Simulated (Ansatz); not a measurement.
Starting cell, BN (wurtzite):

```
CELL_PARAMETERS angstrom
      5.10906     0.00000     0.00000
     -1.27726     2.21229     0.00000
      2.55453     0.00000     4.22457
ATOMIC_POSITIONS crystal
  B  0.83338 0.33333 0.99991
  B  0.33338 0.33333 0.99991
  B  0.91671 0.66667 0.49991
  B  0.41671 0.66667 0.49991
  N  0.02069 0.33333 0.62529
  N  0.52069 0.33333 0.62529
  N  0.10402 0.66667 0.12529
  N  0.60402 0.66667 0.12529
```

The atoms are displaced by Q × the pattern below (from a DFPT mode at L = (0.5, 0.0, 0.5), largest move 1; Q in Å), at fixed cell. It is one choice among 2 degenerate patterns. (q is in reciprocal vectors of the primitive cell; the cell shown is doubled to hold the pattern.)

```json
[
 {"atom": "B1", "x": "0.061", "y": "0.035", "z": "-0.343"},
 {"atom": "B2", "x": "-0.061", "y": "-0.035", "z": "0.343"},
 {"atom": "B3", "x": "-0.583", "y": "-0.337", "z": "0.740"},
 {"atom": "B4", "x": "0.583", "y": "0.337", "z": "-0.740"},
 {"atom": "N5", "x": "-0.429", "y": "-0.248", "z": "0.448"},
 {"atom": "N6", "x": "0.429", "y": "0.248", "z": "-0.448"},
 {"atom": "N7", "x": "-0.244", "y": "-0.141", "z": "-0.569"},
 {"atom": "N8", "x": "0.244", "y": "0.141", "z": "0.569"}
]
```

Level of theory: PBE (plane waves to 420 eV, PAW, scalar-relativistic; Ansatz, a quantum-chemistry and plane-wave program). k mesh 15×15×15 (Γ-centred), Fermi-Dirac smearing 0.05 eV. The energy includes the smearing's −TS. BN was relaxed with its symmetry unable to fall. ΔE is measured from the undisplaced structure.

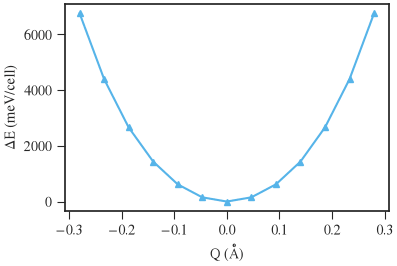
ΔE (meV/cell) against Q (Å); computed points joined by lines.

**Question.** What is the energy change at Q = 0.280 Å?

**Answer.** About 6800 meV/cell.

**Question.** What harmonic wavenumber does the curvature at Q = 0 give?

**Answer.** About 880 cm⁻¹.

(For displaced atoms, the force is minus the slope of the energy, and its curvature is a force constant, which sets phonon frequencies.)
